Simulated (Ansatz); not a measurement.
# CH2AlN (AlH2(CN)) at 6 levels

Aim: a comparison of 6 runs (CAM-B3LYP/STO-3G, HSE06/STO-3G, UB3LYP/STO-3G, wB97M-V/STO-3G, CCSD/STO-3G, CCSD(T)/STO-3G) of CH2AlN (AlH2(CN)). 

The results are computed with Ansatz 0.2.0.

65 further runs of the same task are left out: 13 that didn't finish, 52 set aside as unsound or not needed.

**1. The system as given**

The species is CH2AlN (5 atoms), meant as a singlet with charge 0. SMILES: `[H][Al]([H])[C]#N`. The N5–C4 distance was set to 1.731 Å, away from the relaxed value.

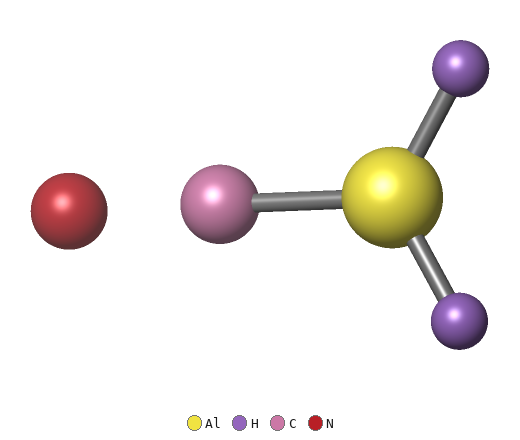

Viewed from a chosen angle; aluminium yellow, hydrogen purple, carbon pink, nitrogen red.

**2. A single-point energy at CAM-B3LYP/STO-3G (run 1)**

Input file job.yaml:

```yaml
basis:
  gaussian: {orbitals: STO-3G}
crystal:
  periodic: [false, false, false]
  atoms:
    - {symbol: Al, position_ang: [0.638927, 1.117484, 0.014605]}
    - {symbol: H, position_ang: [2.183177, 1.119814, 0.065405]}
    - {symbol: H, position_ang: [-0.124633, 2.461244, -0.017175]}
    - {symbol: C, position_ang: [-0.349123, -0.594346, -0.008085]}
    - {symbol: "N", position_ang: [-1.205910, -2.098530, -0.028080]}
magnetization: {spin_polarized: false}
accuracy: high
hamiltonian: {xc: {name: CAM-B3LYP}}
```

On the command line:

```console
ansatz run job.yaml --threads 1 --pin off --max-ram 2610MiB --events-out events.jsonl --progress --plain --runs-dir runs
```

The log of the run:

```text
Warning: RAYON_NUM_THREADS=1 ignored (pool sized by the plan → 1); use --threads N
Functional definition: CAM-B3LYP
  name "CAM-B3LYP"
  parameter alpha = 0.19
  parameter beta = 0.46
  parameter omega = 0.33/bohr
  parameter ac = 0.81
  exchange = (1 - alpha - beta)*b88_x + beta*b88_x_sr(omega) + alpha*exact_x + beta*exact_x_lr(omega)
  correlation = (1 - ac)*vwn5_c + ac*lyp_c
362 factors; integrals over basis functions are off by at most 3.7e-9 eV
171 factors; integrals over basis functions are off by at most 1.2e-9 eV
mean field evaluation 1: about -9020.3903 eV, gradient 6.7e1 eV
mean field evaluation 2: about -8944.8444 eV, gradient 1.3e2 eV
mean field evaluation 4: about -9024.9861 eV, gradient 5.8e1 eV
mean field evaluation 8: about -9025.8283 eV, gradient 5.6e1 eV
mean field evaluation 16: about -9034.2777 eV, gradient 2.5e-7 eV
mean field -9034.27772929 eV, -332.0035828981 hartree, gradient 1.8e-8 eV, S^2 0.000000; 0 other end points of the search recorded, 0 dependent functions left out
reference -9034.27774300 eV, -332.0035834018 hartree; 14, 14 occupied and 7, 7 virtual orbitals, 362 factors
Total energy: -9034.27774300 eV, -332.0035834018 hartree
```

It took 1.6 s on 1 thread of Arm Neoverse V1, shared host; peak memory 0.099 GiB.

**3. A single-point energy at HSE06/STO-3G (run 2)**

job.yaml, as its differences from that of step 2:

```diff
@@ -10,4 +10,4 @@
     - {symbol: "N", position_ang: [-1.205910, -2.098530, -0.028080]}
-magnetization: {spin_polarized: false}
+magnetization: {spin_polarized: false, initial_magnetization: 0}
+hamiltonian: {xc: {name: HSE06}}
 accuracy: high
-hamiltonian: {xc: {name: CAM-B3LYP}}
```

On the command line:

```console
ansatz run job.yaml --threads 1 --pin off --max-ram 2610MiB --events-out events.jsonl --progress --plain --runs-dir runs
```

The log of the run:

```text
Warning: RAYON_NUM_THREADS=1 ignored (pool sized by the plan → 1); use --threads N
Functional definition: HSE06
  name "HSE06"
  parameter a = 0.25
  parameter omega = 0.11/bohr
  exchange = pbe_x - a*pbe_x_sr(omega) + a*exact_x_sr(omega)
  correlation = pbe_c
362 factors; integrals over basis functions are off by at most 3.7e-9 eV
63 factors; integrals over basis functions are off by at most 9.7e-10 eV
mean field evaluation 1: about -9019.3578 eV, gradient 6.2e1 eV
mean field evaluation 2: about -8926.4277 eV, gradient 1.3e2 eV
mean field evaluation 4: about -9013.4735 eV, gradient 7.3e1 eV
mean field evaluation 8: about -9030.4758 eV, gradient 2.8e-1 eV
mean field -9030.47630350 eV, -331.8638830770 hartree, gradient 1.6e-8 eV, S^2 0.000000; 0 other end points of the search recorded, 0 dependent functions left out
reference -9030.47630529 eV, -331.8638831428 hartree; 14, 14 occupied and 7, 7 virtual orbitals, 362 factors
Total energy: -9030.47630529 eV, -331.8638831428 hartree
```

Run time: 1.6 s. Hardware: 1 thread of Arm Neoverse V1, shared host; peak memory 0.098 GiB.

Runs 3 to 5 aren't shown in full; the table further down has their settings and results.

**4. The energy at CCSD(T)/STO-3G (run 6)**

Input file molecule.yaml:

```yaml
crystal:
  periodic: [false, false, false]
  atoms:
    - {symbol: Al, position_ang: [0.638927, 1.117484, 0.014605]}
    - {symbol: H, position_ang: [2.183177, 1.119814, 0.065405]}
    - {symbol: H, position_ang: [-0.124633, 2.461244, -0.017175]}
    - {symbol: C, position_ang: [-0.349123, -0.594346, -0.008085]}
    - {symbol: "N", position_ang: [-1.205910, -2.098530, -0.028080]}
basis:
  gaussian:
    orbitals: STO-3G
correlation:
  method: ccsd_t
  frozen_orbitals: {Al: 5, C: 1, H: 0, "N": 1}
accuracy: high
scf:
  omitted_lower_state_checks: [cluster_reference, increment]
```

On the command line:

```console
ansatz run molecule.yaml --threads 1 --pin off --max-ram 2610MiB --events-out events.jsonl --progress --plain --runs-dir runs
```

The log of the run:

```text
Warning: RAYON_NUM_THREADS=1 ignored (pool sized by the plan → 1); use --threads N
[... 16 lines left out ...]
7 core orbitals not correlated: weight in the atoms' cores, before any rotation towards them, 0.999 or more for the frozen orbitals, at most 0.000 for the correlated occupied ones
[... 38 lines left out ...]
Total energy: -9018.25387201 eV, -331.4147170042 hartree
Checks for a lower state left out: cluster_reference, increment
```

Wall time 0.44 s (1 thread of Arm Neoverse V1, shared host).

**5. Overview of the runs**

| run | level | frozen core orbitals | energy (Eh) | wall time |
| --- | --- | --- | --- | --- |
| 1 | CAM-B3LYP/STO-3G | – | -332.003583 | 1.6 s |
| 2 | HSE06/STO-3G | – | -331.863883 | 1.6 s |
| 3 | UB3LYP/STO-3G | – | -332.148682 | 7.5 s |
| 4 | wB97M-V/STO-3G | – | -332.098001 | 22 s |
| 5 | CCSD/STO-3G | 7 | -331.312934 | 0.44 s |
| 6 | CCSD(T)/STO-3G | 7 | -331.414717 | 0.44 s |

**6. Results**

```
                                          quantity          value
                               run 6: total energy  -331.41472 Eh
run 6: correlation energy (7 core orbitals frozen)     -423.8 mEh
                             run 6: (T) correction    -101.78 mEh
                              run 6: T1 diagnostic          0.267
```

In words: Totals of different functionals can't be ranked against each other. In runs 5, 6 the T1 diagnostic is large, so a single reference may not serve. In runs 5, 6 the log says that unrestricted orbitals would lower the reference, so the values rest on an unstable closed-shell determinant (other closed-shell runs at this shape may share the fault). In runs 1, 2, 3, 4, 5, 6 the basis is minimal, so the values are rough. Spin contamination of the reference: run 3 ⟨S²⟩ = 1.36. Where it is this large, the reference is a mixture of spin states, and values that rest on it are in doubt. All runs together took 33 s, the longest 22 s.
